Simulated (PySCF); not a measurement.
# FeH₃⁻: relaxation and vibrations of the quintet

The task is one start of a wider search on FeH₃⁻: the quintet, from a PBE0 minimum start. It is relaxed, tested by its Hessian and followed downhill if it is a saddle.

Program: PySCF 2.14.0. Level of theory: PBE0, basis Fe def2-TZVPD, H def2-TZVPD, no relativity, density fitting. These are calculated values, not measurements.

**1. Starting geometry**

4 atoms, charge -1, spin multiplicity 5.

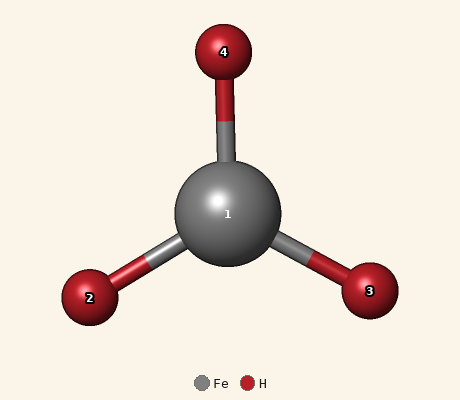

Start geometry, drawn with iron grey, hydrogen red; atoms are numbered from 1 in the order of the file.

Z-matrix (Å, degrees; charge -1 multiplicity 5):
```
Fe
H  1 1.7037
H  1 1.7037 2 120.00
H  1 1.7037 2 120.00 3 180.00
```

**2. Finding the electronic state**

The steps below are one call of a driver around PySCF. For each, scf.py gives the equivalent set-up of the SCF; relaxations use the driver's own optimiser. After this first run the driver tries any further starts and a stability analysis.

scf.py

```python
from pyscf import gto, scf, dft
mol = gto.M(atom='''
Fe     0.000000    -0.000000    -0.000000
H      1.703700     0.000014    -0.000000
H     -0.851862     1.475440    -0.000000
H     -0.851837    -1.475454     0.000000''',
    basis={'Fe': 'def2-TZVPD', 'H': 'def2-TZVPD'},
    charge=-1, spin=4)
mf = dft.UKS(mol, xc='PBE0')
mf.grids.atom_grid = (50, 194)
aux = {'Fe': 'def2-universal-JKFIT', 'H': 'def2-universal-JKFIT'}
mf = mf.density_fit(auxbasis=aux)
mf.conv_tol = 1e-08
mf.diis_space = 10
mf.max_cycle = 60
mf.init_guess = 'minao'
mf.verbose = 4
mf.kernel()
```

Command:

```console
$ OMP_NUM_THREADS=2 python axn.py task.json out
```

Log:

```text
init E= -1263.93877771487
[... the frontier-level lines of each cycle are left out ...]
cycle= 1 E= -1251.72289234406  delta_E= 12.2  |g|= 4.41  |ddm|= 18.3
cycle= 2 E= -1242.25303513307  delta_E= 9.47  |g|= 8.87  |ddm|= 18.5
cycle= 3 E= -1255.91029536839  delta_E= -13.7  |g|= 5.87  |ddm|= 5.11
cycle= 4 E= -1258.70465866806  delta_E= -2.79  |g|= 5.02  |ddm|= 3.43
cycle= 5 E= -1259.3731746041  delta_E= -0.669  |g|= 4.68  |ddm|= 0.285
cycle= 6 E= -1257.29827543562  delta_E= 2.07  |g|= 4.02  |ddm|= 10.1
cycle= 7 E= -1258.08436827299  delta_E= -0.786  |g|= 3.92  |ddm|= 1.08
cycle= 8 E= -1256.79576943644  delta_E= 1.29  |g|= 4.04  |ddm|= 2.58
cycle= 9 E= -1256.19183366229  delta_E= 0.604  |g|= 4.08  |ddm|= 1.17
cycle= 10 E= -1262.1591357613  delta_E= -5.97  |g|= 2.79  |ddm|= 11.4
cycle= 11 E= -1263.67965144881  delta_E= -1.52  |g|= 2.07  |ddm|= 1.11
cycle= 12 E= -1264.42662296372  delta_E= -0.747  |g|= 1.51  |ddm|= 0.593
cycle= 13 E= -1264.84884963674  delta_E= -0.422  |g|= 0.925  |ddm|= 0.322
cycle= 14 E= -1265.07262156666  delta_E= -0.224  |g|= 0.735  |ddm|= 1.46
cycle= 15 E= -1265.18971479514  delta_E= -0.117  |g|= 0.444  |ddm|= 0.256
cycle= 16 E= -1265.25098326003  delta_E= -0.0613  |g|= 0.121  |ddm|= 0.217
cycle= 17 E= -1265.25648907928  delta_E= -0.00551  |g|= 0.0104  |ddm|= 0.0809
cycle= 18 E= -1265.2565626517  delta_E= -7.36e-05  |g|= 0.00296  |ddm|= 0.0133
cycle= 19 E= -1265.25657242768  delta_E= -9.78e-06  |g|= 0.00162  |ddm|= 0.00664
cycle= 20 E= -1265.25657596476  delta_E= -3.54e-06  |g|= 0.000177  |ddm|= 0.00432
cycle= 21 E= -1265.25657604063  delta_E= -7.59e-08  |g|= 0.000123  |ddm|= 0.000437
cycle= 22 E= -1265.2565760959  delta_E= -5.53e-08  |g|= 6.73e-05  |ddm|= 0.000388
cycle= 23 E= -1265.25657614464  delta_E= -4.87e-08  |g|= 6.37e-05  |ddm|= 0.000511
cycle= 24 E= -1265.25657617745  delta_E= -3.28e-08  |g|= 1.45e-05  |ddm|= 0.00068
cycle= 25 E= -1265.25657617966  delta_E= -2.21e-09  |g|= 4.23e-06  |ddm|= 0.000181
Extra cycle  E= -1265.25657617971  delta_E= -5.07e-11  |g|= 4.19e-06  |ddm|= 1e-05
converged SCF energy = -1265.25657617971  <S^2> = 6.0235557  2S+1 = 5.0094134
```

This step, with its further starts and checks, needed 15 s of wall time on 2 threads of AMD EPYC 7R43 (Zen 3), shared host.

Energies from each starting density:

| start | energy (Eh) |
| --- | --- |
| the minimal-basis guess | -1265.256576 |
| a thermally smeared density | -1265.256576 |
| a smeared PBE density | -1265.256576 |

The test of internal stability and the other starts found no lower solution of this spin.

**3. Relaxing the quintet from the PBE0 minimum start**

The program finds D3h symmetry in the start, which this walk keeps. The walk stops when the largest gradient is under 0.0003 Eh/bohr and the energy has settled too.

scf.py, as its differences from that of step 2:

```diff
@@ -3,3 +3,3 @@
-Fe     0.000000    -0.000000    -0.000000
-H      1.703700     0.000014    -0.000000
-H     -0.851862     1.475440    -0.000000
+Fe     0.000000    -0.000000     0.000000
+H      1.703700     0.000014     0.000000
+H     -0.851862     1.475440     0.000000
@@ -16 +15,0 @@
-mf.init_guess = 'minao'
```

Energy and gradient, step by step:

| step | energy (Eh) | change (kJ/mol) | largest symmetric gradient (Eh/bohr) |
| --- | --- | --- | --- |
| 0 | -1265.256576 | 0.00 | 0.00000 |

The walk took 1.1 s.

Positions (Å) and forces (eV/Å) along the way:

```
step 0
Fe   0.000   0.000   0.000   0.000   0.000   0.000
H    1.704   0.000   0.000   0.001   0.000   0.000
H   -0.852   1.475   0.000   0.000  -0.001   0.000
H   -0.852  -1.475   0.000   0.000   0.001   0.000
```

After 0 steps and 0.0 kJ/mol it ends at D3h: Fe–H 1.704 Å (×3); H–Fe–H 120.0° (×3).

**4. Is it a minimum? Harmonic modes**

On the finer grid the gradient is checked again; gradients at displacements of ±0.02 bohr then give force constants and infrared intensities.

scf.py, as its differences from that of step 3:

```diff
@@ -10 +10 @@
-mf.grids.atom_grid = (50, 194)
+mf.grids.atom_grid = (75, 302)
@@ -13 +13 @@
-mf.conv_tol = 1e-08
+mf.conv_tol = 1e-10
```

This SCF starts from the last density.

Log of the central SCF (cycles and frontier levels):

```text
init E= -1265.25646981182
[... the frontier-level lines of each cycle are left out ...]
cycle= 1 E= -1265.25646981183  delta_E= -1.11e-11  |g|= 1.02e-05  |ddm|= 1.04e-05
cycle= 2 E= -1265.25646981172  delta_E= 1.08e-10  |g|= 2.53e-05  |ddm|= 1.73e-05
cycle= 3 E= -1265.25646981188  delta_E= -1.59e-10  |g|= 1.78e-06  |ddm|= 1.14e-05
cycle= 4 E= -1265.25646981192  delta_E= -3.73e-11  |g|= 1.36e-06  |ddm|= 1.18e-05
Extra cycle  E= -1265.25646981192  delta_E= -6.59e-12  |g|= 1.13e-06  |ddm|= 3.87e-06
converged SCF energy = -1265.25646981192  <S^2> = 6.0235708  2S+1 = 5.0094194
```

The whole step took 24 s.

Geometry: D3h; Fe–H 1.704 Å (×3); H–Fe–H 120.0° (×3).

Harmonic modes (main isotopes):

```
symmetry  ω (cm⁻¹)  IR (km/mol)     type
    a2''       508          436     bend
      e'       513          323     bend
      e'      1442         1689  stretch
     a1'      1474          0.0  stretch
```

Every mode is real; the point is a minimum.

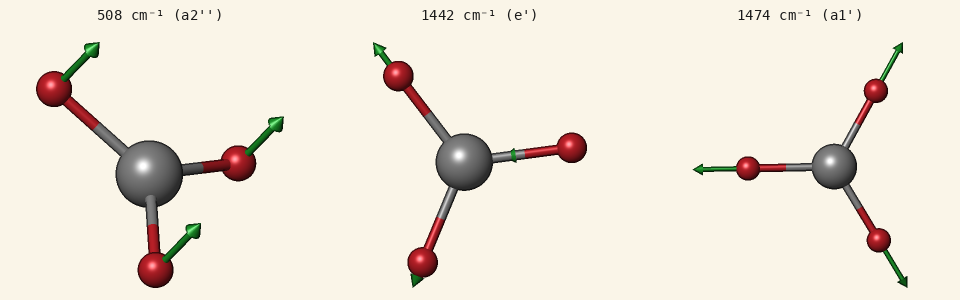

How the atoms move in 3 of the modes.

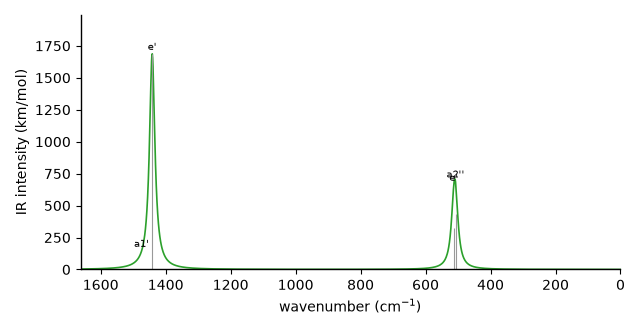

The harmonic infrared spectrum (widths in cm⁻¹). Lines are broadened to a width of 20 cm⁻¹ (Lorentzian).

Constants and moments:

```
Dipole moment about the centre of mass                          : 0.00 D
Highest occupied level                                          : -0.83 eV
Lowest empty level                                              : 3.78 eV
Rotational constants                                            : 3.842, 3.842, 1.921 cm⁻¹
Zero-point energy                                               : 35.2 kJ/mol
Principal polarisabilities                                      : 55.8, 65.9, 65.9 bohr³
Principal traceless quadrupole moments about the centre of mass : -5.28, -5.28, 10.56 D Å
Entropy at 298.15 K and 1 bar (electronic part: spin only)      : 236.1 J/(mol K)
Heat capacity Cp at 298.15 K                                    : 49.7 J/(mol K)
Enthalpy at 298.15 K above 0 K                                  : 11.66 kJ/mol
Rotational symmetry number                                      : 6
Spin squared ⟨S²⟩                                               : 6.024
```

Populations by atom (charges in e):

| atom | Mulliken | Löwdin | polar tensor | spin (Mulliken) | Mayer order to Fe1 |
| --- | --- | --- | --- | --- | --- |
| Fe1 | -0.66 | -0.17 | 0.50 | 4.00 | – |
| H2,3,4 | -0.11 | -0.28 | -0.50 | 0.00 | 0.94 |

Outer orbital energies (eV). α occupied: -5.31, -5.31, -4.65, -4.65, -4.56, -2.80, -1.08, -1.08; empty: 3.80, 5.12, 5.12, 5.53. β occupied: -87.45, -53.35, -53.35, -53.33, -3.63, -2.12, -2.12, -0.83; empty: 3.78, 3.79, 3.93, 4.64.

Mulliken populations on Fe1: s 7.24, p 13.09, d 6.32, f 0.00.

**5. Outcome**

| quantity | value |
| --- | --- |
| minimum | quintet, D3h |
| geometry | Fe–H 1.704 Å (×3); H–Fe–H 120.0° (×3) |
| wavenumbers (cm⁻¹) | 508 (a2''), 513 (e'), 1442 (e'), 1474 (a1') |
| dipole moment (centre of mass) | 0.00 D |
| highest occupied, lowest empty level (either spin) | -0.83, 3.78 eV |
| polar-tensor charge of Fe1 | +0.50 e |
| zero-point energy | 35.2 kJ/mol |
| entropy at 298.15 K | 236.1 J/(mol K) |
| ⟨S²⟩ | 6.024 |

In words: The PBE0 minimum start keeps its D3h symmetry and ends in a minimum. In the infrared the band at 1442 cm⁻¹ (e', stretch) leads. Most of the spin sits on Fe1 (Mulliken spin 4.00, against 4 for the whole molecule). Only this shape and spin were tried, so other structures or states may lie lower. One determinant may miss the lowest occupation of an open d or f shell.

The search up to here took 40 s.
